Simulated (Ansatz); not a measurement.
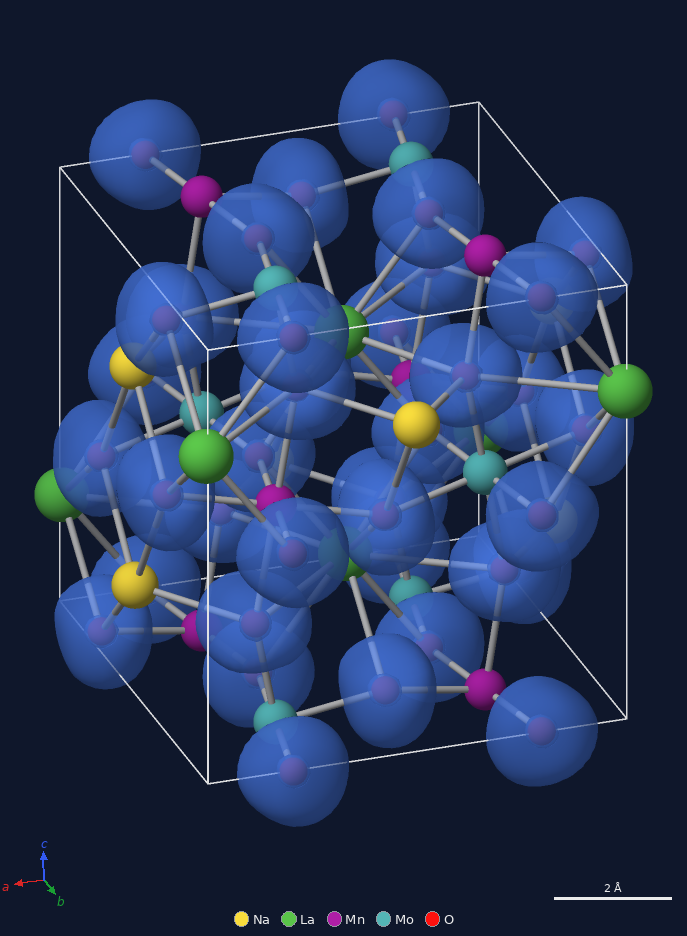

The picture shows: NaLaMnMoO$_{6}$. Isosurface of the electron localisation function at 0.6 (blue), seen at an oblique angle. Only the valence region is drawn (cores and ρ < 0.01 e/Å³ removed). Sticks mark near contacts.

Space group C2/c; a generated structure, not necessarily the stable one; spin-polarised.

Level of theory: Ansatz, DFT PBE, scalar-relativistic, plane waves, PAW.

Core electrons are frozen (PAW), and the valence fields are smoothed inside the atomic spheres.

```cif
data_structure
_symmetry_space_group_name_H-M 'P 1'
_symmetry_Int_Tables_number 1
_cell_length_a 7.5901
_cell_length_b 7.6976
_cell_length_c 8.2208
_cell_angle_alpha 90.004
_cell_angle_beta 90.320
_cell_angle_gamma 89.999
_cell_volume 480.30
loop_
_atom_site_label
_atom_site_type_symbol
_atom_site_fract_x
_atom_site_fract_y
_atom_site_fract_z
_atom_site_occupancy
Na1 Na 0.50000 0.99381 0.75000 1
Na2 Na 0.00000 0.49381 0.75000 1
Na3 Na 0.99966 0.50653 0.25002 1
Na4 Na 0.49966 0.00653 0.25002 1
La1 La 0.99996 0.98797 0.75002 1
La2 La 0.49996 0.48797 0.75002 1
La3 La 0.49970 0.51237 0.25000 1
La4 La 0.99970 0.01237 0.25000 1
Mn1 Mn 0.74983 0.75017 0.50001 1
Mn2 Mn 0.24983 0.25017 0.50001 1
Mn3 Mn 0.24983 0.75017 0.00001 1
Mn4 Mn 0.74983 0.25017 0.00001 1
Mo1 Mo 0.24983 0.75017 0.50001 1
Mo2 Mo 0.74983 0.25017 0.50001 1
Mo3 Mo 0.74983 0.75017 0.00001 1
Mo4 Mo 0.24983 0.25017 0.00001 1
O1 O 0.29731 0.75491 0.73247 1
O2 O 0.79731 0.25491 0.73247 1
O3 O 0.20235 0.74543 0.26756 1
O4 O 0.70235 0.24543 0.26756 1
O5 O 0.99927 0.71952 0.54831 1
O6 O 0.49927 0.21952 0.54831 1
O7 O 0.50039 0.78082 0.45172 1
O8 O 0.00039 0.28082 0.45172 1
O9 O 0.79684 0.99809 0.49953 1
O10 O 0.29684 0.49809 0.49953 1
O11 O 0.70283 0.50224 0.50049 1
O12 O 0.20283 0.00224 0.50049 1
O13 O 0.79745 0.74603 0.23249 1
O14 O 0.29745 0.24603 0.23249 1
O15 O 0.70221 0.75431 0.76753 1
O16 O 0.20221 0.25431 0.76753 1
O17 O 0.29678 0.50225 0.99903 1
O18 O 0.79678 0.00225 0.99903 1
O19 O 0.20288 0.99809 0.00099 1
O20 O 0.70288 0.49809 0.00099 1
O21 O 0.00039 0.71954 0.95170 1
O22 O 0.50039 0.21954 0.95170 1
O23 O 0.49927 0.78080 0.04832 1
O24 O 0.99927 0.28080 0.04832 1
```

Question: Identify the bonds, lone pairs and shells in this picture.

Answer: At this value the surface marks out 24 regions wrapped around O (the valence shell of each), counted in one cell of 40 atoms. Any copies at cell faces, edges or corners count once. Along the contacts the grid gives the following. Mn–O (1.94 Å): the ELF peaks at about 0.80 in the valence shell of O, 0.6 Å from its nucleus, and is about 0.20 at the midpoint: no shared electron pair shows on this line. Mo–O (1.94 Å): the ELF peaks at about 0.80 in the valence shell of O, 0.6 Å from its nucleus, and drops to about 0.25 between the two atoms (no localised pair shows between them).

Question: Which magnetic arrangement did the calculation end in?

Answer: Parallel moments (a ferromagnetic arrangement) in this solution; site moments Mn: +3.0 μB (×4) in one cell of 40 atoms, with smaller moments on Mo (up to −0.18 μB) and O (up to +0.05 μB).
